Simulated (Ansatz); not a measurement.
Consider CaSe in the rock salt structure (space group Fm-3m, No. 225; a = 5.9579 Å).

The change: cell and atoms relaxed at a pressure of 7.5 GPa.

Computed with PBE (Ansatz, an electronic-structure program), spin-orbit coupling left out.

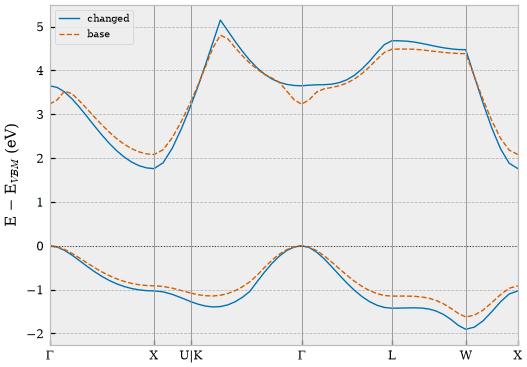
Figure. Highest valence and lowest conduction band along the path, each from its own valence-band maximum

Question: Read the changed gap and its character from the plot.

Answer: About 1.8 eV, indirect, Γ → X.

Load acts through the strain it causes; cell and atoms are relaxed under it. Stability against distortions was not tested. No other phases were tried under pressure.
